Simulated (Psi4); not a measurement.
# CH3BCl (SMILES C[B]Cl), step by step

Wanted: a geometry optimisation (UB3LYP-D4/def2-SVP), then the harmonic vibrations, then a single-point energy (UCCSD(T)/cc-pVDZ) of CH3BCl. 

The calculation is run with Psi4 1.11.

## Step 1: The system as given

CH3BCl: 6 atoms, total charge 0, spin state doublet. SMILES: `C[B]Cl`. All atoms were displaced at random from a relaxed shape. The run starts from this shape.

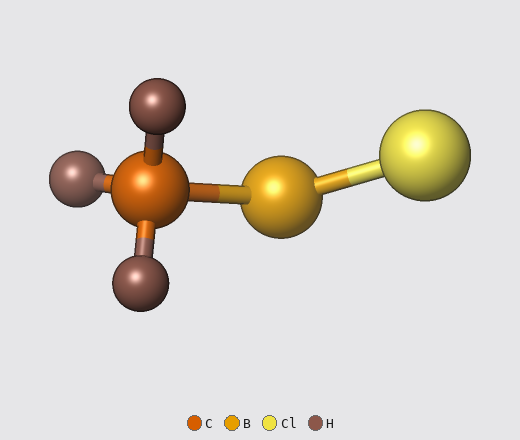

The structure, seen from a chosen angle (carbon orange, boron amber, chlorine yellow, hydrogen brown).

## Step 2: A geometry optimisation at UB3LYP-D4/def2-SVP (density fitting) (run 1)

Input file calc.inp:

```
memory 1600 mb

molecule {
  0 2
  C     -0.52819546     0.67019704    -0.62763285
  B      0.44335054    -2.03838521     0.40050289
  Cl     2.73799962    -2.53266386     2.49854864
  H     -2.09273373     1.16215700     0.61835618
  H      1.13938769     2.00944216    -0.63396343
  H     -1.23256253     0.53686363    -2.31259203
  units au
  symmetry c1
}

set basis def2-SVP
set reference uks
set geom_maxiter 60

E, wfn = optimize('b3lyp-d4', return_wfn=True)
```

Launch:

```
$ psi4 calc.inp calc.out -n 1
```

calc.out:

```text
[...]
  Running in c1 symmetry.
[...]
  Nuclear repulsion =   76.827134130880793
[...]
  Multiplicity = 2
[...]
  Nalpha       = 16
  Nbeta        = 15
[...]
    Number of basis functions: 61
[...]
   @DF-UKS iter   1:  -524.47953150705632   -6.08061e-02   1.12727e-02 DIIS/ADIIS
[...]
   @DF-UKS iter   8:  -524.76122097760606   -3.29692e-12   5.50454e-09 DIIS
[...]
   @S^2 Observed:                7.516998091E-01
[...]
  @DF-UKS Final Energy:  -524.76122097760606
   => Energetics <=
    Nuclear Repulsion Energy =             75.4079221139064515
    One-Electron Energy =                -870.5974978938772892
    Two-Electron Energy =                 301.7303994270446310
    DFT Exchange-Correlation Energy =     -31.2965902014275628
    Empirical Dispersion Energy =          -0.0054544232523241
    VV10 Nonlocal Energy =                  0.0000000000000000
    Total Energy =                       -524.7612209776060581
[...]
  -Total Gradient:
     Atom            X                  Y                   Z
    ------   -----------------  -----------------  -----------------
       1        0.000023334491    -0.000039452105     0.000080227027
       2       -0.000022159743     0.000028032453    -0.000050737465
       3        0.000041687506    -0.000001464244     0.000033014203
       4       -0.000003697051     0.000019667659    -0.000020416193
       5       -0.000017993156     0.000013573849    -0.000016079963
       6       -0.000022576046    -0.000006859703    -0.000033183835
[...]
```

Standard output:

```text
Optimizer: Optimization complete!
```

Wall time 53 s (1 thread of Intel Xeon Platinum 8375C at 2.90GHz (Ice Lake), shared host); peak memory 0.46 GiB.

Steps, from the record of the run:

```
step  energy from the first frame kept (eV)  largest force (eV/Å)
   0                                 0.0000                6.9161
   1                                -0.5235                1.0639
   2                                -0.5525                0.2267
   3                                -0.5545                0.0547
   4                                -0.5484                0.2917
   5                                -0.5533                0.1040
   6                                -0.5546                0.0214
   7                                -0.5547                0.0084
   8                                -0.5547                0.0048
```

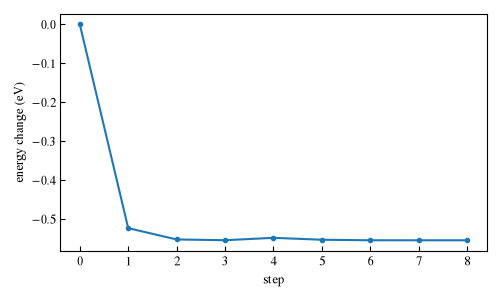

Energy along the run.

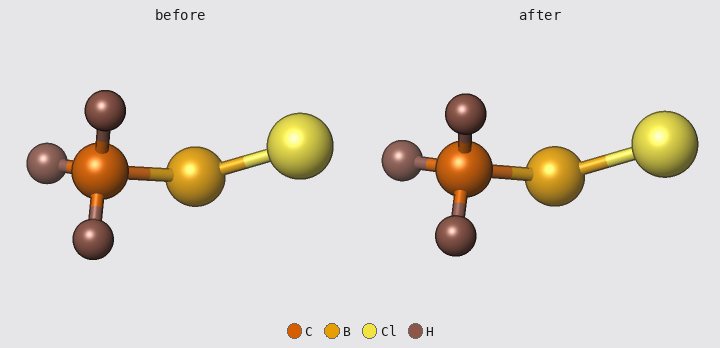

Before and after, at one scale.

After the run. Bond lengths: C1–B2 1.553 Å, B2–Cl3 1.743 Å, C1–H4 1.108 Å, C1–H5 1.104 Å, C1–H6 1.101 Å. Angles: C1–B2–Cl3 126.1°, B2–C1–H4 106.4°, B2–C1–H5 113.5°, B2–C1–H6 112.8°, H4–C1–H5 107.4°, H4–C1–H6 106.4°, H5–C1–H6 109.8°.

## Step 3: The harmonic vibrations at UB3LYP-D4/def2-SVP (density fitting) (run 2)

Input file ch3bcl.xyz:

```xyz
6
CH3BCl
C     -0.270030     0.337235    -0.338723
B      0.188505    -1.051507     0.183545
Cl     1.463226    -1.345887     1.335916
H     -1.082026     0.673722     0.336278
H      0.523858     1.104237    -0.307392
H     -0.705297     0.291529    -1.349044
```

Input file ch3bcl.py:

```python
import psi4

psi4.set_memory('1600 MB')
psi4.set_num_threads(1)
psi4.core.set_output_file('run.log', False)

with open('ch3bcl.xyz') as f:
    atoms = ''.join(f.readlines()[2:])
molecule = psi4.geometry('0 2\n' + atoms + '')

psi4.set_options({
    'reference': 'uks',
    't': 600.0,
    'rotational_symmetry_number': 1,
})

energy_value, wavefunction = psi4.frequency('b3lyp-d4/def2-SVP', return_wfn=True)
print('E =', round(energy_value, 9))
print('wavenumbers / cm^-1:', wavefunction.frequencies().np.round(1))
for k in ('ZPVE', 'ENTHALPY', 'GIBBS FREE ENERGY'):
    print(f'{k}: {psi4.variable(k):.8f} Eh')
```

Launch:

```
$ python ch3bcl.py
```

run.log:

```text
[...]
  Running in c1 symmetry.
[...]
  Nuclear repulsion =   75.407912251083260
[...]
  Multiplicity = 2
[...]
  Nalpha       = 16
  Nbeta        = 15
[...]
    Number of basis functions: 61
[...]
   @DF-UKS iter   1:  -524.51818307618760   -1.51809e-01   1.09128e-02 DIIS/ADIIS
[...]
   @DF-UKS iter  12:  -524.76121885858970   -4.32010e-12   7.62224e-09 DIIS
[...]
   @S^2 Observed:                7.516996069E-01
[...]
  @DF-UKS Final Energy:  -524.76121885858970
   => Energetics <=
    Nuclear Repulsion Energy =             75.4024113892224648
    One-Electron Energy =                -870.5871205928355039
    Two-Electron Energy =                 301.7250519347043678
    DFT Exchange-Correlation Energy =     -31.2961071571850766
    Empirical Dispersion Energy =          -0.0054544324959972
    VV10 Nonlocal Energy =                  0.0000000000000000
    Total Energy =                       -524.7612188585897002
[...]
  -Total Gradient:
     Atom            X                  Y                   Z
    ------   -----------------  -----------------  -----------------
       1        0.000358374262    -0.000010098005     0.000878041669
       2        0.000000981846     0.000049655438    -0.000021959422
       3        0.000041774961    -0.000006411994     0.000028179456
       4        0.000065780277     0.000064334249     0.000038365468
       5        0.000002539638     0.000031944696     0.000125869763
       6       -0.000470980382    -0.000115887765    -0.001055490618
[...]
  ==> Harmonic Vibrational Analysis <==
[...]
  Freq [cm^-1]                 80.4392             306.0309            665.5188
[...]
  IR activ [km/mol]             2.3624              0.8921             11.8445
[...]
  Freq [cm^-1]                 719.7555            928.8855           1084.3087
[...]
  Freq [cm^-1]                1305.6645           1400.1119           1427.8710
[...]
```

Standard output:

```text
Warning: used thermodynamics relations inappropriate for low-frequency modes: ['80.4392' '306.0309']
E = -524.761220978
wavenumbers / cm^-1: [  80.4  306.   665.5  719.8  928.9 1084.3 1305.7 1400.1 1427.9 2998.8
 3072.6 3117.6]
ZPVE: 0.03897403 Eh
ENTHALPY: -524.70849933 Eh
GIBBS FREE ENERGY: -524.78566241 Eh
```

Wall time 3.2 min (1 thread of Intel Xeon Platinum 8375C at 2.90GHz (Ice Lake), shared host); peak memory 0.44 GiB.

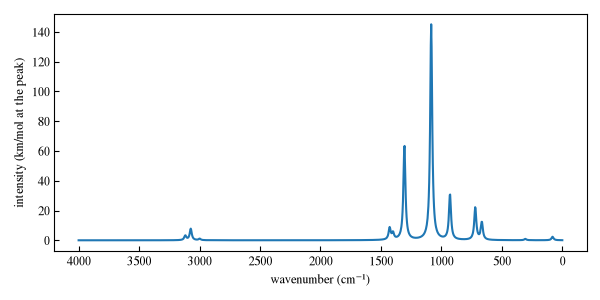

Harmonic infrared spectrum, unscaled, lines broadened by 10 cm⁻¹.

## Step 4: The energy at UCCSD(T)/cc-pVDZ (run 3)

Input file input.dat:

```
memory 1.6 GB

molecule {
  0 2
  C
  B 1 1.55294
  Cl 2 1.743425 1 126.09889
  H 1 1.108236 2 106.44076 3 -91.3044
  H 1 1.104324 4 107.37143 2 -121.90634
  H 1 1.101043 5 109.81954 4 115.25558
  symmetry c1
}

set reference uhf
set scf_type pk
set freeze_core true

result, w = energy('ccsd(t)/cc-pVDZ', return_wfn=True)
```

Launch:

```
$ psi4 -i input.dat -o output.dat -n 1
```

output.dat:

```text
[...]
  Running in c1 symmetry.
[...]
  Nuclear repulsion =   75.407920928690871
[...]
  Multiplicity = 2
[...]
  Nalpha       = 16
  Nbeta        = 15
[...]
    Number of basis functions: 61
[...]
   @UHF iter   1:  -523.72163608262940   -5.42028e-01   5.29384e-03 ADIIS/DIIS
[...]
   @UHF iter  16:  -523.79417058226477   -5.68434e-13   4.76699e-09 DIIS
[...]
   @S^2 Observed:                7.537841127E-01
[...]
  @UHF Final Energy:  -523.79417058226477
   => Energetics <=
    Nuclear Repulsion Energy =             75.4079209286908707
    One-Electron Energy =                -870.6224485298612308
    Two-Electron Energy =                 271.4203570189055768
    Total Energy =                       -523.7941705822647691
  UHF NO Occupations:
  HONO-2 :   14  A 1.9996442
  HONO-1 :   15  A 1.9989414
[...]
 Multipole Moments:
 ------------------------------------------------------------------------------------
     Multipole            Electronic (a.u.)      Nuclear  (a.u.)        Total (a.u.)
 ------------------------------------------------------------------------------------
 L = 1.  Multiply by 2.5417464519 to convert [e a0] to [Debye]
 Dipole X            :         -0.1090150            0.1281201            0.0191051
 Dipole Y            :         -1.9139084            2.0679637            0.1540553
 Dipole Z            :          6.0108936           -6.5922106           -0.5813170
 Magnitude           :                                                    0.6016872
[...]
      * MP2 total energy                      = -524.133609040163947
[...]
      * CCSD total energy                     = -524.170426574229737
[...]
      * CCSD(T) total energy                     = -524.180668890093557
[...]
```

It took 16 s on 1 thread of Intel Xeon Platinum 8375C at 2.90GHz (Ice Lake), shared host; peak memory 0.31 GiB.

## Step 5: What came out

| quantity | value |
| --- | --- |
| run 1, UB3LYP-D4/def2-SVP: total energy at the end | -524.76122 Eh |
| run 1, UB3LYP-D4/def2-SVP: dipole moment | 1.32 D |
| run 1, UB3LYP-D4/def2-SVP: HOMO energy (highest over α and β) | -5.28 eV |
| run 1, UB3LYP-D4/def2-SVP: LUMO energy (lowest over α and β) | -1.51 eV |
| run 1, UB3LYP-D4/def2-SVP: dispersion energy | -14.32 kJ/mol |
| run 1, UB3LYP-D4/def2-SVP: ⟨S²⟩ | 0.752 |
| run 2, UB3LYP-D4/def2-SVP: lowest harmonic wavenumber | 80 cm⁻¹ |
| run 2, UB3LYP-D4/def2-SVP: highest harmonic wavenumber | 3118 cm⁻¹ |
| run 2, UB3LYP-D4/def2-SVP: zero-point energy | 102.3 kJ/mol |
| run 2, UB3LYP-D4/def2-SVP: ideal-gas entropy at 600 K (symmetry number 1 as used) | 80.7 cal/(mol K) |
| run 3, UCCSD(T)/cc-pVDZ: total energy | -524.18067 Eh |
| run 3, UCCSD(T)/cc-pVDZ: HOMO energy (Hartree–Fock orbitals) (highest over α and β) | -9.07 eV |
| run 3, UCCSD(T)/cc-pVDZ: LUMO energy (Hartree–Fock orbitals) (lowest over α and β) | 2.32 eV |
| run 3, UCCSD(T)/cc-pVDZ: correlation energy (7 core orbitals frozen) | -386.5 mEh |
| run 3, UCCSD(T)/cc-pVDZ: (T) correction | -10.24 mEh |
| run 3, UCCSD(T)/cc-pVDZ: ⟨S²⟩ of the reference determinant | 0.754 |
| run 3, UCCSD(T)/cc-pVDZ: T1 diagnostic | 0.020 |

The optimisation (run 1, UB3LYP-D4/def2-SVP) took 9 steps and changed the energy by -0.555 eV. All 12 modes (run 2, UB3LYP-D4/def2-SVP) are real, so the shape is a minimum at this level. The triples (run 3, UCCSD(T)/cc-pVDZ) make up 2.7 % of the correlation energy.
